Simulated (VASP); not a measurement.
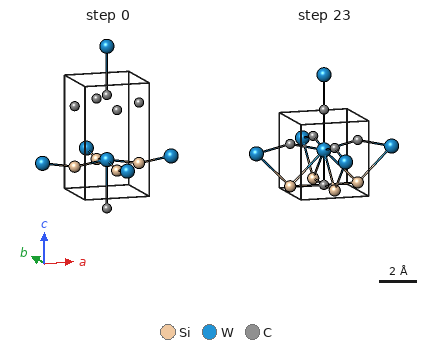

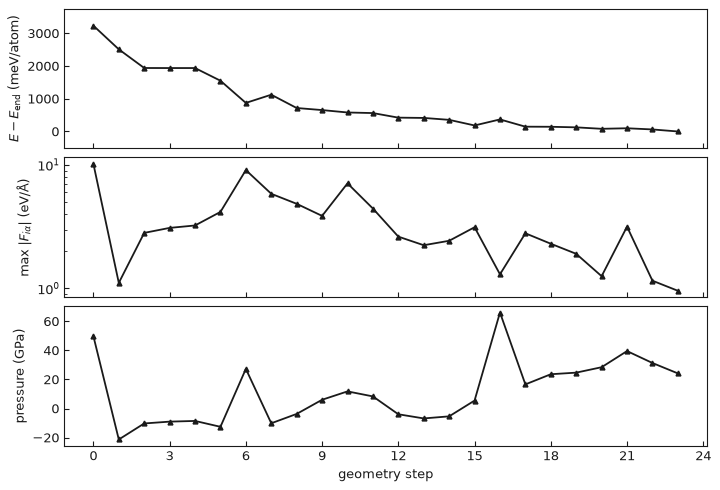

First and last geometry of a relaxation of crystalline Si2WC3 (a generated structure, set up in P4mm), with the history of the run. A ball-and-stick model of the cell of the calculation, seen slightly off an axis.

The run lets cell and atoms move.

All numbers below come from Kohn-Sham DFT of a periodic cell, PBE, VASP PAW PBE potentials, recommended (VASP 6.6.1).

Input file:
```
ALGO = Fast ; EDIFF = 1E-4
EDIFFG = -0.08 ; ENCUT = 520
GGA = PE ; IBRION = 2
ISIF = 3 ; ISMEAR = 0
LASPH = T ; LCHARG = F
LREAL = F ; LWAVE = F
NELM = 60 ; NSW = 24
PREC = Normal ; SIGMA = 0.15
```

Launched with:
```bash
cat potpaw_PBE.64/Si/POTCAR potpaw_PBE.64/W_sv/POTCAR potpaw_PBE.64/C/POTCAR > POTCAR
mpirun -np 1 vasp_std > vasp.out
```

**Did the run converge, and what did it change?**

The relaxation stopped without meeting its thresholds, so the last structure isn't shown to be converged. After 23 geometry steps the energy has fallen by 3233 meV per atom. The largest force component goes from 10 to 0.96 eV/Å. Pressure: 49.79 GPa at the start and 24.16 GPa at the end. The W atom moves most relative to the cell: 1.15 Å along +c. Largest moves by element: W 1.15 Å, C 1.00 Å, Si 0.60 Å. The drawn cell changes as follows: a = b 3.750 → 3.941 Å (+5.1 %), c 6.399 → 4.246 Å (−33.7 %); the volume changes by −26.7 %. Near-neighbour distances that change, for instance: C–W 3.641 → 2.021 Å, C–W 3.649 → 2.273 Å, C–Si 2.983 → 1.854 Å, C–Si 3.089 → 1.971 Å. New bonds form, among them: C–Si (2.98 → 1.85 Å), C–W (3.64 → 2.02 Å), C–W (3.65 → 2.27 Å). Bond angles that change, for instance: W–Si–W 162.1° → 90.8°, Si–W–Si 162.1° → 90.8°, Si–W–Si 88.6° → 60.5°. The space group stays P4mm (No. 99). The volume changes by over a tenth within one run on a fixed set of plane waves, so the end point should be relaxed again from the new cell. It ran on 1 thread of Intel(R) Xeon(R) Platinum 8488C (Sapphire Rapids), with other jobs on the host.
